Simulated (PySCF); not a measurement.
# S2O (Disulfur monoxide): CCSDT/STO-6G

What is the vertical ionisation energy of S2O (Disulfur monoxide) at CCSDT/STO-6G? 

Program for the calculation: PySCF 2.14.0.

8 further runs of the same task are left out: 8 set aside as unsound or not needed.

**1. The system as given**

The species is S2O (3 atoms), meant as a singlet with charge 0. SMILES: `O=S=S`. The coordinates come from a PBE0-D4/def2-TZVP relaxation.

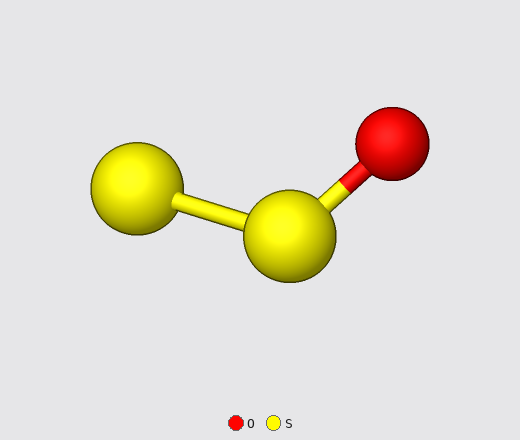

Viewed from a chosen angle; oxygen red, sulfur yellow.

**2. The energy at CCSDT/STO-6G**

Contents of job.py:

```python
from pyscf import gto, scf, cc

mol = gto.Mole()
mol.atom = '''
O      0.451630     1.204020     0.493170
S      0.529120    -0.205510     0.148940
S     -0.980740    -0.998510    -0.642110
'''
mol.verbose = 3
mol.max_memory = 1860
mol.spin = 0
mol.basis = 'sto-6g'
mol.build()

hf = scf.RHF(mol)
hf.conv_tol = 1e-10
hf.kernel()
if not hf.converged:
    hf = hf.newton().run(hf.mo_coeff, hf.mo_occ)

mycc = cc.CCSDT(hf, frozen=11)
mycc.kernel()
e_final = mycc.e_tot
print('Final energy', e_final)
```

Launch:

```sh
$ OMP_NUM_THREADS=1 python job.py
```

Standard output:

```text
converged SCF energy = -866.699734140553
_make_eris_incore_RCCSDT

WARN: A large `blksize` is being used, which may cause large memory consumption
      for storing contraction intermediates. If memory is sufficient, consider using
      `pyscf.cc.rccsdt_highm.RCCSDT` instead.

RCCSDT converged
E(RCCSDT) = -866.8836508652387   E_corr = -0.1839167246855811
E_corr(same-spin) = -0.0318129392473528
E_corr(oppo-spin) = -0.152103785438228
Final energy -866.8836508652387
```

It took 2.1 s on 1 thread of Arm Neoverse V1, shared host; peak memory 0.1 GiB.

**3. The doublet cation**

Contents of run.py:

```python
from pyscf import gto, cc

system = gto.M(
    atom='''
O      0.853457     2.275268     0.931956
S      0.999892    -0.388358     0.281456
S     -1.853330    -1.886910    -1.213412
''',
    max_memory=1860,
    verbose=3,
    unit='bohr',
    charge=1,
    basis='sto-6g',
    spin=1,
)

mf = system.UHF()
mf.conv_tol = 1e-10
mf.kernel()
if not mf.converged:
    mf = mf.newton().run(mf.mo_coeff, mf.mo_occ)

mycc = cc.CCSDT(mf, frozen=11)
mycc.kernel()
e_final = mycc.e_tot
print(f'total energy: {e_final:.8f} hartree')
```

Launch:

```sh
$ OMP_NUM_THREADS=1 python run.py
```

Standard output:

```text
converged SCF energy = -866.50466125484  <S^2> = 0.75909411  2S+1 = 2.0090735
_make_eris_incore_UCCSDT

WARN: A large `blksize_v_aaa` is being used, which may cause large memory consumption
      for storing contraction intermediates. If memory is sufficient, consider using
      `pyscf.cc.uccsdt_highm.UCCSDT` instead.

WARN: A large `blksize_v_aab` is being used, which may cause large memory consumption
      for storing contraction intermediates. If memory is sufficient, consider using
      `pyscf.cc.uccsdt_highm.UCCSDT` instead.

UCCSDT converged
E(UCCSDT) = -866.6851317362065   E_corr = -0.1804704813661548
E_corr(same-spin) = -0.0357214193288165
E_corr(oppo-spin) = -0.144749062037338
total energy: -866.68513174 hartree
```

It took 4.8 s on 1 thread of Arm Neoverse V1, shared host; peak memory 0.12 GiB.

**4. Summary of results**

At CCSDT/STO-6G, 11 core orbitals frozen:

| quantity | value |
| --- | --- |
| singlet S2O: total energy | -866.88365 Eh |
| singlet S2O: dipole moment (Hartree–Fock density) | 1.41 D |
| singlet S2O: HOMO energy (Hartree–Fock orbitals) | -6.13 eV |
| singlet S2O: LUMO energy (Hartree–Fock orbitals) | 3.36 eV |
| singlet S2O: HOMO–LUMO gap (Hartree–Fock orbitals) | 9.49 eV |
| singlet S2O: correlation energy (11 core orbitals frozen) | -183.9 mEh |
| singlet S2O: T1 diagnostic | 0.034 |
| doublet cation: total energy | -866.68513 Eh |
| doublet cation: HOMO energy (Hartree–Fock orbitals) (highest over α and β) | -15.57 eV |
| doublet cation: LUMO energy (Hartree–Fock orbitals) (lowest over α and β) | -5.27 eV |
| doublet cation: correlation energy (11 core orbitals frozen) | -180.5 mEh |
| doublet cation: ⟨S²⟩ of the reference determinant | 0.759 |
| doublet cation: T1 diagnostic | 0.080 |
| vertical ionisation energy (to the doublet cation) | 5.402 eV |

Removing an electron at fixed nuclei costs 5.40 eV (521 kJ/mol). In a minimal basis such a difference can be off by several eV, whatever the method. The T1 diagnostic (singlet S2O) of 0.034 is above the customary mark for such species, so a single reference may not serve. Mulliken charges (singlet S2O) of the mean-field density run from -0.39 on O1 to +0.54 on S2; they depend strongly on the basis. The T1 diagnostic (doublet cation) of 0.080 is above the customary mark for such species, so a single reference may not serve. Mulliken charges (doublet cation) of the mean-field density run from -0.14 on O1 to +0.76 on S2; they depend strongly on the basis.
